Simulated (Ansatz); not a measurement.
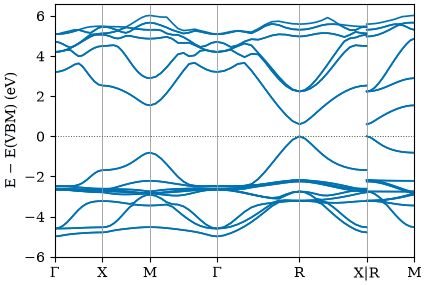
Fig. 1. Band structure from PBEsol with spin–orbit coupling (plane waves, PAW; program Ansatz)

Q: Read off the gap and where the band edges lie.

A: About 0.6 eV (0.60 eV by a search for the band edges); maximum at R, minimum at R.

The material is CsPbCl$_{3}$ (cubic perovskite, space group No. 221).

Space group Pm-3m (cubic perovskite). This is a known high-temperature phase of the composition, computed here at zero pressure and temperature. Symmetry was held in the PBEsol relaxation; its stability against distortions is not shown here.

Potentials: the later of the program's two PAW sets.
